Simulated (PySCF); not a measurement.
Potential energy curve for SMILES CF. The C1–H5 bond (C1 also carries F, H, H; H5 carries nothing else) is pulled apart rigidly from the PBE0/def2-TZVP optimised geometry.

Computed with: UHF/def2-TZVP (PySCF); RKS-B3LYP = restricted B3LYP/def2-TZVP run with PySCF; UKS-M06-2X = unrestricted M06-2X/def2-TZVP (PySCF).

Magnitude of the dipole moment (D; its direction can reverse along the curve, and a method can change to another solution) and Mulliken charge of the fragment that holds C1:

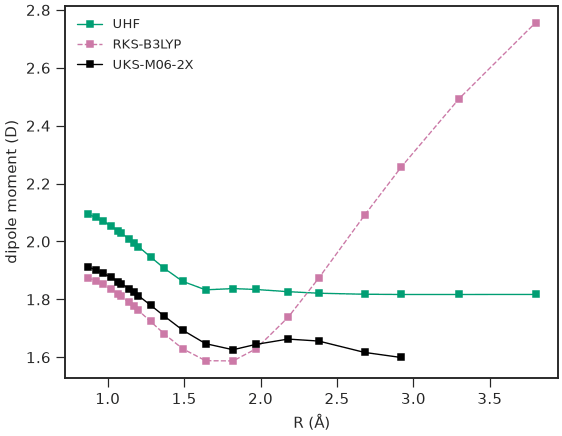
Fig. 1. Dipole moment against bond length.

```csv
R / Å,μ UHF,q UHF,μ RKS-B3LYP,q RKS-B3LYP,μ UKS-M06-2X,q UKS-M06-2X
0.87,2.10,-0.10,1.88,-0.13,1.91,-0.12
0.92,2.08,-0.10,1.86,-0.12,1.90,-0.12
0.97,2.07,-0.10,1.85,-0.12,1.89,-0.12
1.02,2.05,-0.10,1.84,-0.11,1.88,-0.12
1.07,2.04,-0.10,1.82,-0.11,1.86,-0.12
1.09,2.03,-0.10,1.81,-0.11,1.85,-0.12
1.14,2.01,-0.10,1.79,-0.10,1.84,-0.12
1.17,2.00,-0.10,1.78,-0.10,1.82,-0.12
1.20,1.98,-0.10,1.76,-0.10,1.81,-0.12
1.28,1.95,-0.10,1.72,-0.09,1.78,-0.12
1.37,1.91,-0.09,1.68,-0.08,1.74,-0.11
1.49,1.86,-0.08,1.63,-0.07,1.69,-0.10
1.64,1.83,-0.05,1.59,-0.04,1.65,-0.08
1.82,1.84,-0.01,1.59,-0.02,1.63,-0.05
1.97,1.83,0.00,1.63,0.01,1.64,-0.03
2.18,1.83,0.00,1.74,0.03,1.66,0.00
2.38,1.82,0.00,1.87,0.06,1.66,0.01
2.68,1.82,0.00,2.09,0.08,1.62,0.01
2.92,1.82,0.00,2.26,0.09,1.60,0.00
3.30,1.82,0.00,2.49,0.10,—,—
3.80,1.82,0.00,2.76,0.11,—,—
```

Dashes: no converged value, or the column stops at the first point that the program doubted or that broke a chosen test of continuity, which isn't proof of a fault.

The unrestricted determinant behind UHF is spin-contaminated at 1.82 to 3.80 Å (<S²> up to 1.0, against 0.00 for a pure singlet). At the longest distance RKS-B3LYP leaves fractional charges on the fragments, a sign of delocalisation error or of the restricted form. The restricted form behind RKS-B3LYP keeps the bonding electrons paired and can't separate into open-shell fragments. The unrestricted solution behind UKS-M06-2X changes between 2.92 and 3.30 Å, which can leave a kink. The unrestricted determinant behind UKS-M06-2X is spin-contaminated at 2.18 to 2.92, 3.80 Å (<S²> up to 1.0, against 0.00 for a pure singlet).
